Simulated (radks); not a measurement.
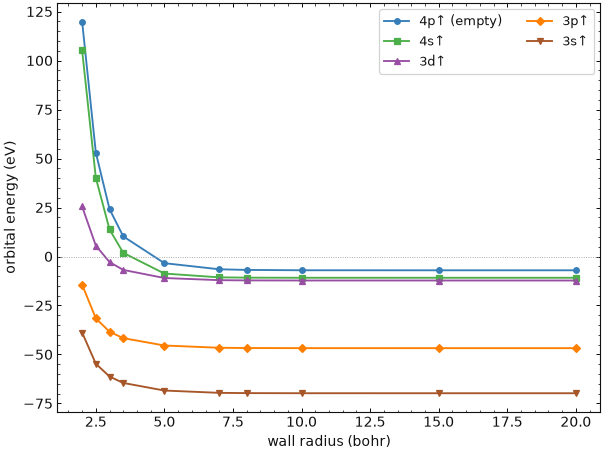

The titanium ion Ti⁺ in the configuration [Ar] 3d2 4s1 (high spin). It is put inside a hard spherical wall of varying radius. Theory: non-relativistic Kohn-Sham, PBE, spin-polarised, spherical densities, point nucleus (computed with the in-house radial solver radks). The plot shows the outer orbital energies (spin up).

> How do the levels move, and do any cross?

The levels rise as the wall closes in: 4s↑ goes from −10.9 eV at 20 bohr to 105.2 eV at 2 bohr and passes zero between 5 and 3.5 bohr. No two of the levels drawn cross. The fastest to rise is 4p↑ (by 127.0 eV), the slowest 3s↑ (by 31.0 eV): the wall presses hardest on the most extended orbitals.
